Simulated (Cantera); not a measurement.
A closed system holds: 1 mol S, 0.045 mol H₂, 21 mol N₂, 9.6 mol H₂O, at 100 Torr.

Equilibrium computed with Cantera from the NASA thermochemical tables; the gas is ideal and each condensed phase is pure. Candidate condensed phases: H₂O, H₂SO₄, S; 35 gas species. The numbers say what is thermodynamically allowed, not how fast it happens.

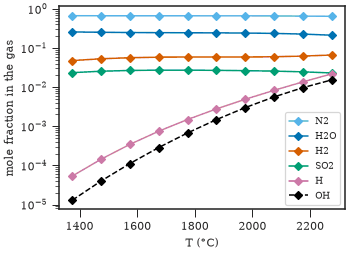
Fig. 1. Equilibrium gas composition (values under 1e-9 drawn at 1e-9)

From 1375 °C to 2275 °C nothing is condensed.
